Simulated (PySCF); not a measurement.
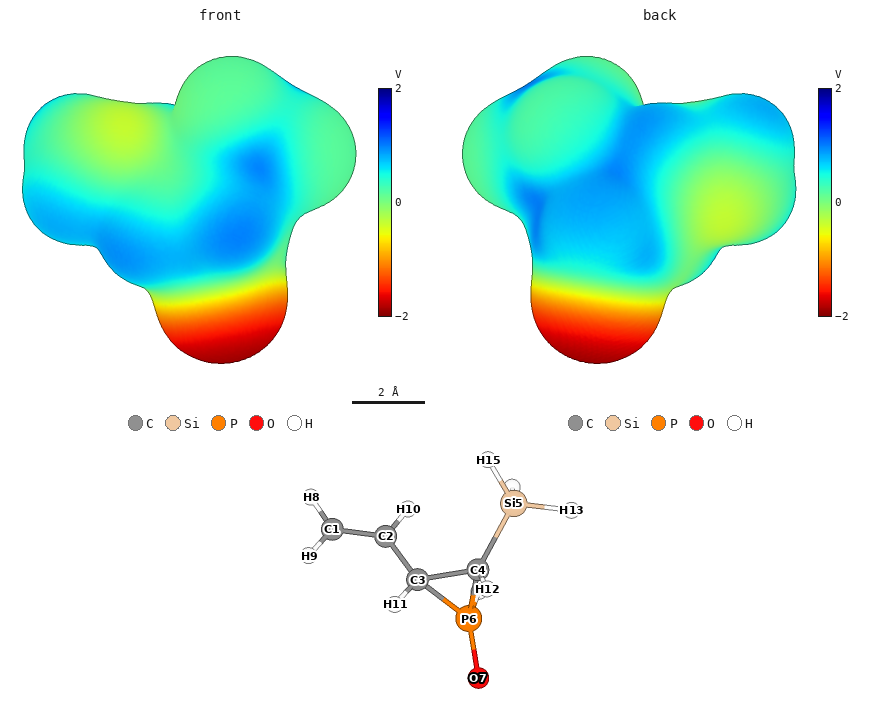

The picture shows: C4H9OPSi. The electrostatic potential painted on the density surface at 0.001 e/bohr³, seen from the front and from behind; red is negative and blue positive. The bare structure is drawn below in the same view.

Geometry: PBE0-D3(BJ)/def2-SVP.

The calculation used PySCF, PBE0/pcSseg-1, SCF density, gas phase, non-relativistic.

```xyz
16

C    -0.5536    2.3848   -1.1584
C    -0.1626    1.1445   -0.8535
C    -0.8657    0.2518    0.0860
C    -0.0742   -0.7663    0.9879
Si    1.7941   -0.9239    0.9600
P    -1.1518   -1.5019   -0.2395
O    -2.3943   -2.2916   -0.0130
H    -0.0032    2.9897   -1.8822
H    -1.4372    2.8359   -0.6967
H     0.7313    0.7354   -1.3412
H    -1.7117    0.7153    0.6093
H    -0.4928   -0.8318    2.0015
H     2.1851   -2.0656    1.8380
H     2.2627   -1.2013   -0.4331
H     2.4486    0.3294    1.4416
H    -0.3358   -1.8457   -1.3474
```

> Describe the electrostatic potential map.

The most negative region (about −1.9 V, or −44 kcal/mol for a unit charge) lies over O7, the most positive (about +1.0 V, or +23 kcal/mol for a unit charge) over the H, P and Si atoms. O7 is the likeliest acceptor of a hydrogen bond.

> What dipole moment does the calculation give?

Its dipole moment is 3.40 D.
